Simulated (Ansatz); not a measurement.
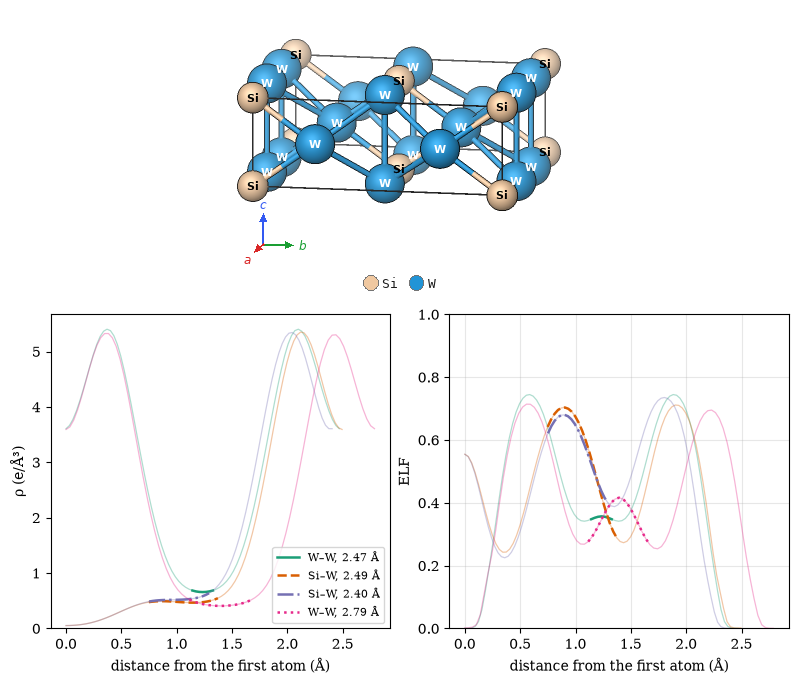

Figure. SiW4. Valence electron density and electron localisation function along straight lines between neighbouring atoms. Thin, pale parts lie inside the atomic spheres. The structure is drawn too.

Space group Cmmm; a structure generated by program, which may or may not match a known phase.

Theory: DFT PBE, scalar-relativistic, plane waves, PAW (Ansatz).

The density is the valence pseudo-density of a PAW calculation; it isn't the true density close to the nuclei.

Q: What can be read from the curves?

A: W–W (2.47 Å): ρ is about 0.66 e/Å³ halfway; the ELF is about 0.35 at the midpoint.
Si–W (2.49 Å): the density is about 0.48 e/Å³ at the midpoint; the ELF peaks at about 0.70 in the valence shell of Si, 0.9 Å from its nucleus, and is about 0.40 at the midpoint.
Si–W (2.40 Å): the density is about 0.56 e/Å³ at the midpoint; the ELF peaks at about 0.70 in the valence shell of Si, 0.9 Å from its nucleus, and is about 0.45 at the midpoint.
W–W (2.79 Å): the density is about 0.41 e/Å³ at the midpoint; the ELF is about 0.40 at the midpoint.
